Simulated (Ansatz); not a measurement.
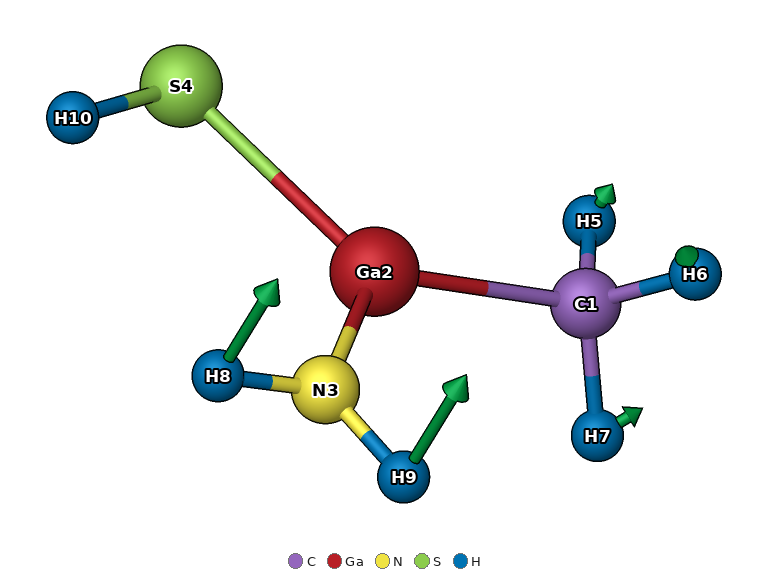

The arrows show one normal mode. Harmonic vibrations computed with RKS PBE0-D4/def2-TZVP (Ansatz 0.2.0) at a stationary point of the same level. It is a saddle point of order 1.

> What kind of motion is it?

A torsion or out-of-plane motion in which bond lengths and bond angles hardly change.

> At what wavenumber does it lie?

195 cm⁻¹; it is mode 5 of 24 counted from the lowest.
